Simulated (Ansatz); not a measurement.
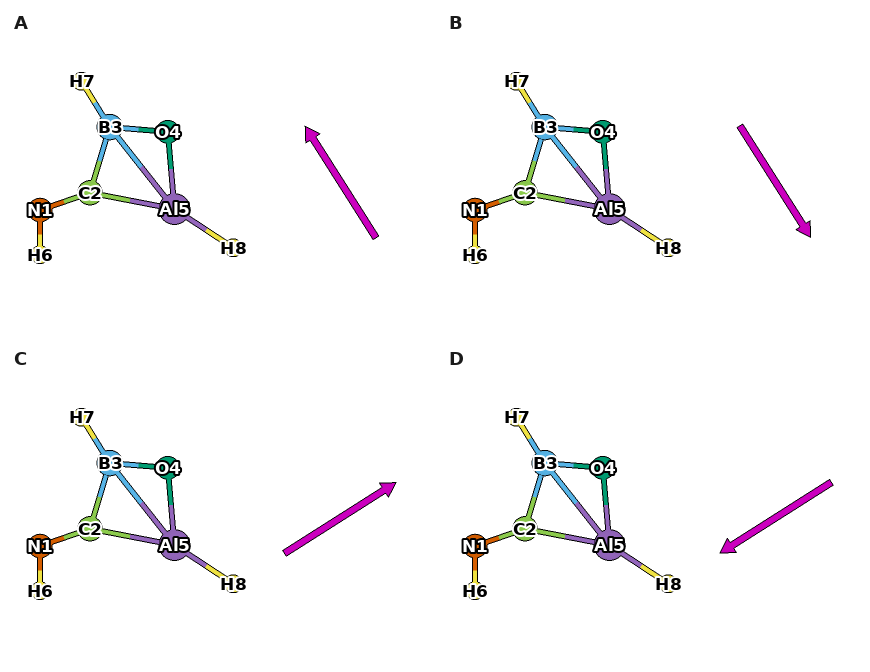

The same molecule four times, each with an arrow. The geometry was computed by an optimisation with PBE0-D4/def2-TZVP. Properties computed with RKS ωB97M-V/def2-TZVPP (Ansatz 0.2.0).

Which arrow points along the dipole moment, from the negative to the positive end?

Answer. B. The dipole moment is 3.07 D; it points from the side of H7 to the side of H8 (the outermost atoms at the two ends).
